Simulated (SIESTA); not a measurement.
**Converging the k-point mesh: ZnSe (R3m, 2 atoms in the cell)**

```xyz
2
Lattice="0.0000 2.8208 2.8208 2.8208 0.0000 2.8208 2.8208 2.8208 0.0000" Properties=species:S:1:pos:R:3 pbc="T T T"
Zn     0.0289     0.0289     0.0289
Se     1.4104     1.4104     1.4104
```

Method: SIESTA with LDA PW92, numerical atomic orbitals DZP, PseudoDojo LDA standard norm-conserving potentials (rewritten from UPF to PSML).

Base settings: XC.functional = LDA; XC.authors = PW92; potentials = PseudoDojo LDA standard; PAO.BasisSize = DZP; PAO.EnergyShift = 0.01 Ry; MeshCutoff = 350 Ry; kgrid.MonkhorstPack = 8 8 8; OccupationFunction = FD; ElectronicTemperature = 10 meV; MaxSCFIterations = 150.

The second cell is the first with its lattice scaled by 0.98.

Only quantities that move along the ladder and can be compared are tabulated.

Core times come from one kind of shared machine, to one figure; runs under 30 s give none.

The starting cell has typed, rounded lattice constants, without a prior relaxation at this level. Its lattice was rescaled by up to half a per cent. One atom was moved a little off its site on purpose. Values carry the incompleteness of an atom-centred basis.

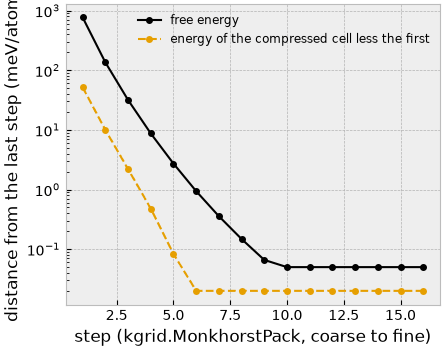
Figure. Distance from the last step along the ladder; very small values are drawn at a floor.

```tsv
kgrid.MonkhorstPack	free energy less the last step's (meV/atom)	energy of the compressed cell less the first (meV/atom)	pressure (GPa)	largest difference of a force vector from the last step's (eV/Å)	gap on the mesh (eV)	core time / last (rough)
2 2 2	770.98	51.53	3.74	0.008	1.053	–
3 3 3	135.90	9.63	-1.04	0.004	1.210	–
4 4 4	31.80	1.83	-1.90	0.002	1.252	–
5 5 5	8.73	0.10	-2.10	0.000	1.265	–
6 6 6	2.73	-0.29	-2.14	0.000	1.269	–
7 7 7	0.94	-0.38	-2.15	0.000	1.271	–
8 8 8	0.36	-0.39	-2.15	0.000	1.271	–
9 9 9	0.15	-0.39	-2.15	0.000	1.272	–
10 10 10	0.07	-0.39	-2.15	0.000	1.272	–
11 11 11	0.03	-0.38	-2.15	0.000	1.272	–
12 12 12	0.02	-0.38	-2.15	0.000	1.272	–
13 13 13	0.01	-0.38	-2.15	0.000	1.272	–
14 14 14	0.00	-0.38	-2.15	0.000	1.272	–
16 16 16	0.00	-0.38	-2.15	0.000	1.272	–
18 18 18	0.00	-0.38	-2.15	0.000	1.272	0.5
20 20 20	0.00	-0.38	-2.15	0.000	1.272	0.7
22 22 22	0.00	-0.38	-2.15	0.000	1.272	1
```

Coarsest kgrid.MonkhorstPack that holds the pressure within 0.2 GPa of the last step, with all finer ones: 5 5 5; the step before is off by 0.25 GPa.

Coarsest kgrid.MonkhorstPack that holds the forces within 0.005 eV/Å of the last step, with all finer ones: 3 3 3; the step before is off by 0.008 eV/Å.

The energy difference between the two cells stays within 1 meV/atom of the last step's from 5 5 5 on, the total only from 7 7 7 on: much of the error is common to both cells and cancels.
